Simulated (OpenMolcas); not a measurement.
# InH2OF (SMILES [OH][InH][F]): a chain of runs

We compute a single-point energy (HF/ANO-R0), then the energy (CASSCF(2,2)/ANO-R1), then the energy along one coordinate (CASPT2(2,2)/ANO-R1), then an energy scan (SC-NEVPT2(2,2)/ANO-R1), then an energy scan (MC-PDFT[tPBE](2,2)/ANO-R1) of InH2OF. 

The results are computed with OpenMolcas 26.06.

### 1 The molecule

The species is InH2OF (5 atoms), meant as a singlet with charge 0. SMILES: `[OH][InH][F]`. The shape is that of a PBE0-D4/def2-TZVP optimisation. This is a higher conformer, about 10 kJ/mol above the lowest found by a separate search.

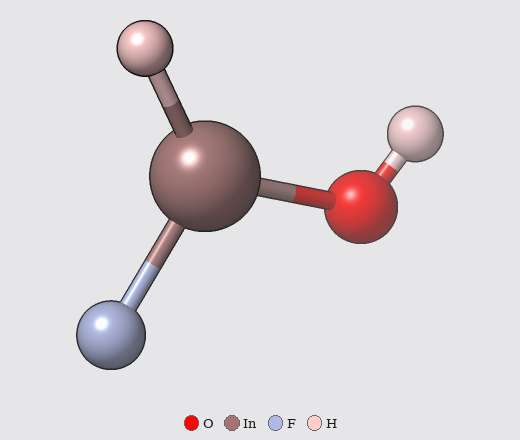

The structure, seen from a chosen angle (oxygen red, indium brown, fluorine light blue, hydrogen pink).

### 2 A single-point energy at HF/ANO-R0 (sfX2C) (run 1)

Contents of mol.xyz:

```xyz
5

O     -1.279500    -0.345900    -0.577400
In     0.480100     0.042500     0.210000
F      1.185900    -1.654700     0.841500
H     -1.725200     0.429800    -0.925700
H      1.388500     1.454700     0.410200
```

Contents of step1.input:

```
&gateway
  coord = mol.xyz
  basis = ANO-R0
  group = NoSym

&seward

&scf
  prorbitals = 0

&localisation
  occupied
  freeze
  pipek-mezey

&localisation
  fileorb = $Project.LocOrb
  virtual
  pipek-mezey
```

Run with:

```console
$ export MOLCAS_MEM=1860
$ pymolcas step1.input > step1.log
```

The program printed:

```text
--- Start Module: gateway ---
[...]
--- Stop Module: gateway /rc=_RC_ALL_IS_WELL_ ---
[...]
      Basis functions           39
[...]
       Convergence after  14 Iterations
[...]
::    Total SCF energy                              -6053.4697589019
[...]
      Total spin, S                                     0.0000000000
[...]
      Total electronic charge=   68.000000
      Total            charge=   -0.000000
[...]
      Dipole Moment (debye):
      Origin of the operator (angstrom)=    0.3745   -0.1987    0.1999
                   X= -1.8738E+00               Y=  2.7281E-01               Z= -9.5568E-01           Total=  2.1211E+00
      Quadrupole Moment (debye*angstrom):
[...]
--- Start Module: localisation ---
[...]
--- Stop Module: localisation /rc=_RC_ALL_IS_WELL_ ---
--- Start Module: localisation ---
[...]
--- Stop Module: localisation /rc=_RC_ALL_IS_WELL_ ---
[...]
```

Wall time 8.7 s (1 thread of Intel Xeon Platinum 8259CL at 2.50GHz (Skylake/Cascade Lake), shared host); peak memory 0.41 GiB.

### 3 The energy at CASSCF(2,2)/ANO-R1 (sfX2C, RICD fitting) (run 2)

mol.xyz is that of step 2.

Contents of step2.inp:

```
&GATEWAY
 Coord
 mol.xyz
 Basis
 ANO-R0
 Group
 NoSym

&SEWARD

&RASSCF
 FileOrb
 $CurrDir/step1.LocOrb
 Alter
 2
 1 28 34
 1 35 36
 Spin
 1
 Nactel
 2 0 0
 Inactive
 33
 Ras2
 2
 OrbListing
 Nothing
>>> COPY $Project.RunFile RUNFIL1
>>> COPY $Project.RasOrb INPORB

&GATEWAY
 Coord
 mol.xyz
 Basis
 ANO-R1
 Group
 NoSym
 RICD

&SEWARD
>>> COPY $Project.RunFile RUNFIL2

&EXPBAS

&RASSCF
 FileOrb
 $Project.ExpOrb
 Spin
 1
 Nactel
 2 0 0
 Inactive
 33
 Ras2
 2
 OrbListing
 Nothing
 OrbAppear
 Compact
```

Run with:

```console
$ export MOLCAS_MEM=1860
$ pymolcas step2.inp > step2.log
```

The program printed:

```text
--- Start Module: gateway ---
[...]
--- Stop Module: gateway /rc=_RC_ALL_IS_WELL_ ---
[...]
      Basis functions           39
[...]
      Number of active orbitals                  2
[...]
      Spin quantum number                      0.0
[...]
      Active orbitals                            2
[...]
      Number of CSFs                             3
[...]
      Number of root(s) required                 1
[...]
      Convergence after 21 iterations
[...]
      printout of CI-coefficients larger than  0.05 for root  1
      energy=   -6053.493539
      conf/sym  11     Coeff  Weight
             1  20   0.98438 0.96900
             3  02  -0.17606 0.03100
      Natural orbitals and occupation numbers for root  1
      sym 1:   1.938005   0.061995
      ************************************************************************************************************************
      *                                                    Final results                                                     *
[...]
::    RASSCF root number  1 Total energy:  -6053.49353880
[...]
      Basis functions           81
[...]
--- Start Module: expbas ---
[...]
--- Stop Module: expbas /rc=_RC_ALL_IS_WELL_ ---
--- Start Module: rasscf ---
[...]
      Convergence after 22 iterations
[...]
      Natural orbitals and occupation numbers for root  1
      sym 1:   1.973839   0.026161
      ************************************************************************************************************************
      *                                                    Final results                                                     *
[...]
::    RASSCF root number  1 Total energy:  -6054.00438049
[...]
      Total electronic charge=   68.000000
      Total            charge=   -0.000000
[...]
      Dipole Moment (debye):
      Origin of the operator (angstrom)=    0.3745   -0.1987    0.1999
                   X= -3.2427E-01               Y=  4.3528E+00               Z= -8.9891E-01           Total=  4.4564E+00
      Quadrupole Moment (debye*angstrom):
[...]
--- Stop Module: rasscf /rc=_RC_ALL_IS_WELL_ ---
[...]
```

Wall time 37 s (1 thread of Intel Xeon Platinum 8259CL at 2.50GHz (Skylake/Cascade Lake), shared host); peak memory 0.41 GiB.

### 4 The energy along one coordinate at CASPT2(2,2)/ANO-R1 (sfX2C, RICD fitting, ipea shift 0.25 Eh, pt2 variant SS) (run 3)

Contents of step3.input:

```
>>> COPY $CurrDir/step2.RasOrb $Project.RasOrb
>>> ForEach K in (1, 2, 3, 4, 5, 6, 7, 8, 9)

&gateway
 coord=$CurrDir/point$K.xyz
 basis=ANO-R1
 group=NoSym
 ricd

&seward

&rasscf
 fileorb=$Project.RasOrb
 spin=1
 nactel=2 0 0
 inactive=33
 ras2=2
 orblisting=Nothing
 orbappear=Compact

&caspt2
 imaginary=0.2
 frozen=20
>>> EndDo
```

Run with:

```console
$ export MOLCAS_MEM=1860
$ pymolcas step3.input > step3.log
```

The program printed, shortened:

```text
[...]
      Basis functions           81
[...]
      Number of active orbitals                  2
[...]
      Spin quantum number                      0.0
[...]
      Active orbitals                            2
[...]
      Number of CSFs                             3
[...]
      Number of root(s) required                 1
[...]
      Convergence after 16 iterations
[...]
      Natural orbitals and occupation numbers for root  1
      sym 1:   1.982760   0.017240
      ************************************************************************************************************************
      *                                                    Final results                                                     *
[...]
::    RASSCF root number  1 Total energy:  -6053.98179224
[...]
      E2 (Variational):          -0.7644194630
[...]
::    CASPT2 Root  1     Total energy:  -6054.74621170
[...]
      Convergence after 15 iterations
[...]
      Natural orbitals and occupation numbers for root  1
      sym 1:   1.973867   0.026133
      ************************************************************************************************************************
      *                                                    Final results                                                     *
[...]
      Convergence after 13 iterations
[...]
      Natural orbitals and occupation numbers for root  1
      sym 1:   1.445830   0.554170
      ************************************************************************************************************************
      *                                                    Final results                                                     *
[...]
      Convergence after 12 iterations
[...]
      Natural orbitals and occupation numbers for root  1
      sym 1:   1.219450   0.780550
      ************************************************************************************************************************
      *                                                    Final results                                                     *
[...]
      Convergence after 11 iterations
[...]
::    RASSCF root number  1 Total energy:  -6053.89468420
[...]
::    CASPT2 Root  1     Total energy:  -6054.62652013
[...]
      Convergence after  9 iterations
[...]
::    RASSCF root number  1 Total energy:  -6053.89412601
[...]
      E2 (Variational):          -0.7313439330
[...]
::    CASPT2 Root  1     Total energy:  -6054.62546994
[...]
```

It took 3.5 min on 1 thread of Intel Xeon Platinum 8259CL at 2.50GHz (Skylake/Cascade Lake), shared host; peak memory 0.28 GiB.

The scan, from its lowest point:

```tsv
In2–O1 (Å)	energy (kJ/mol)
1.770	47.4
1.966	0.0
2.163	38.6
2.458	139.4
2.851	254.7
3.343	326.8
3.933	353.3
4.720	361.7
5.899	364.5
```

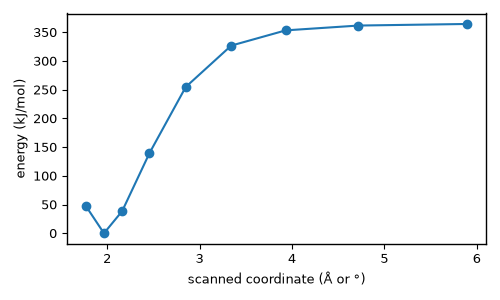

Energy along the scan.

### 5 The energy along one coordinate at SC-NEVPT2(2,2)/ANO-R1 (sfX2C, RICD fitting, pt2 variant SC-NEVPT2) (run 4)

Contents of step4.input:

```
>>> COPY $CurrDir/step2.RasOrb $Project.RasOrb
>>> ForEach K in (1, 2, 3, 4, 5, 6, 7, 8, 9)
&gateway
coord = $CurrDir/point$K.xyz
basis = ANO-R1
group = NoSym
ricd
&seward
&rasscf
fileorb = $Project.RasOrb
spin = 1
nactel = 2 0 0
inactive = 33
ras2 = 2
orblisting = Nothing
orbappear = Compact
&caspt2
sc-nevpt2
frozen = 20
>>> EndDo
```

Run with:

```console
$ export MOLCAS_MEM=1860
$ pymolcas step4.input > step4.log
```

The program printed, shortened:

```text
[...]
      Basis functions           81
[...]
      Number of active orbitals                  2
[...]
      Spin quantum number                      0.0
[...]
      Active orbitals                            2
[...]
      Number of CSFs                             3
[...]
      Number of root(s) required                 1
[...]
      Convergence after 16 iterations
[...]
      Natural orbitals and occupation numbers for root  1
      sym 1:   1.982760   0.017240
      ************************************************************************************************************************
      *                                                    Final results                                                     *
[...]
::    RASSCF root number  1 Total energy:  -6053.98179224
[...]
      E2 (Variational):          -0.7631396789
[...]
::    SC-NEVPT2 Root  1     Total energy:  -6054.74477192
[...]
      Convergence after 15 iterations
[...]
      Natural orbitals and occupation numbers for root  1
      sym 1:   1.973867   0.026133
      ************************************************************************************************************************
      *                                                    Final results                                                     *
[...]
      Convergence after 13 iterations
[...]
      Natural orbitals and occupation numbers for root  1
      sym 1:   1.445830   0.554170
      ************************************************************************************************************************
      *                                                    Final results                                                     *
[...]
      Convergence after 12 iterations
[...]
      Natural orbitals and occupation numbers for root  1
      sym 1:   1.219450   0.780550
      ************************************************************************************************************************
      *                                                    Final results                                                     *
[...]
      Convergence after 11 iterations
[...]
::    RASSCF root number  1 Total energy:  -6053.89468420
[...]
::    SC-NEVPT2 Root  1     Total energy:  -6054.62368886
[...]
      Convergence after  9 iterations
[...]
::    RASSCF root number  1 Total energy:  -6053.89412601
[...]
      E2 (Variational):          -0.7286055612
[...]
::    SC-NEVPT2 Root  1     Total energy:  -6054.62273157
[...]
```

It took 3.7 min on 1 thread of Intel Xeon Platinum 8259CL at 2.50GHz (Skylake/Cascade Lake), shared host; peak memory 0.28 GiB.

The scan, from its lowest point:

```tsv
In2–O1 (Å)	energy (kJ/mol)
1.770	53.1
1.966	0.0
2.163	34.1
2.458	134.9
2.851	259.3
3.343	336.1
3.933	363.0
4.720	371.0
5.899	373.5
```

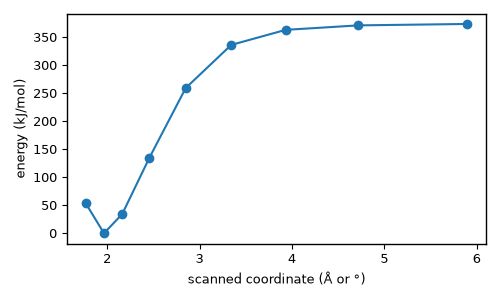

Energy along the scan.

### 6 The energy along one coordinate at MC-PDFT[tPBE](2,2)/ANO-R1 (sfX2C, RICD fitting) (run 5)

Contents of step5.inp:

```
>>> COPY $CurrDir/step2.RasOrb $Project.RasOrb
>>> ForEach K in (1, 2, 3, 4, 5, 6, 7, 8, 9)
&GATEWAY
COORD = $CurrDir/point$K.xyz
BASIS = ANO-R1
GROUP = NoSym
RICD
&SEWARD
&RASSCF
FILEORB = $Project.RasOrb
SPIN = 1
NACTEL = 2 0 0
INACTIVE = 33
RAS2 = 2
ORBLISTING = Nothing
ORBAPPEAR = Compact
&MCPDFT
KSDFT = T:PBE
>>> EndDo
```

Run with:

```console
$ export MOLCAS_MEM=1860
$ pymolcas step5.inp > step5.log
```

The program printed, shortened:

```text
--- Start Module: gateway ---
[...]
      Basis functions           81
[...]
      Number of active orbitals                  2
[...]
      Spin quantum number                      0.0
[...]
      Active orbitals                            2
[...]
      Number of CSFs                             3
[...]
      Number of root(s) required                 1
[...]
      Convergence after 16 iterations
[...]
      Natural orbitals and occupation numbers for root  1
      sym 1:   1.982760   0.017240
      ************************************************************************************************************************
      *                                                    Final results                                                     *
[...]
::    RASSCF root number  1 Total energy:  -6053.98179224
[...]
::    MCPDFT root number  1 Total energy:  -6056.82135770
[...]
      Convergence after 15 iterations
[...]
      Natural orbitals and occupation numbers for root  1
      sym 1:   1.973867   0.026133
      ************************************************************************************************************************
      *                                                    Final results                                                     *
[...]
      Convergence after 13 iterations
[...]
      Natural orbitals and occupation numbers for root  1
      sym 1:   1.445830   0.554170
      ************************************************************************************************************************
      *                                                    Final results                                                     *
[...]
      Convergence after 12 iterations
[...]
      Natural orbitals and occupation numbers for root  1
      sym 1:   1.219450   0.780550
      ************************************************************************************************************************
      *                                                    Final results                                                     *
[...]
      Convergence after 11 iterations
[...]
::    RASSCF root number  1 Total energy:  -6053.89468420
[...]
::    MCPDFT root number  1 Total energy:  -6056.69825245
[...]
      Convergence after  9 iterations
[...]
::    RASSCF root number  1 Total energy:  -6053.89412601
[...]
      Total electronic charge=   68.000000
      Total            charge=   -0.000000
[...]
::    MCPDFT root number  1 Total energy:  -6056.69732497
[...]
```

Run time: 3.6 min. Hardware: 1 thread of Intel Xeon Platinum 8259CL at 2.50GHz (Skylake/Cascade Lake), shared host; peak memory 0.28 GiB.

The scan, from its lowest point:

```tsv
In2–O1 (Å)	energy (kJ/mol)
1.770	53.8
1.966	0.0
2.163	30.9
2.458	121.6
2.851	240.7
3.343	330.6
3.933	366.5
4.720	377.0
5.899	379.4
```

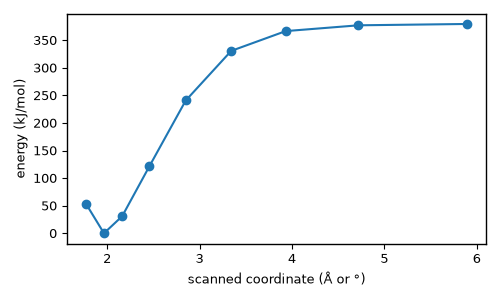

Energy along the scan.

### 7 What came out

| quantity | value |
| --- | --- |
| run 1, HF/ANO-R0: total energy | -6053.46976 Eh |
| run 1, HF/ANO-R0: dipole moment | 2.12 D |
| run 1, HF/ANO-R0: HOMO energy | -11.08 eV |
| run 1, HF/ANO-R0: LUMO energy | 1.08 eV |
| run 1, HF/ANO-R0: HOMO–LUMO gap | 12.16 eV |
| run 2, CASSCF(2,2)/ANO-R1: total energy | -6054.00438 Eh |
| run 2, CASSCF(2,2)/ANO-R1: dipole moment (CASSCF density) | 4.46 D |
| run 3, CASPT2(2,2)/ANO-R1: lowest energy of the scan | -6054.76428 Eh |
| run 4, SC-NEVPT2(2,2)/ANO-R1: lowest energy of the scan | -6054.76500 Eh |
| run 5, MC-PDFT[tPBE](2,2)/ANO-R1: lowest energy of the scan | -6056.84185 Eh |

**Reading.** Mulliken charges (run 1, HF/ANO-R0) run from -0.53 on O1 to +1.02 on In2.
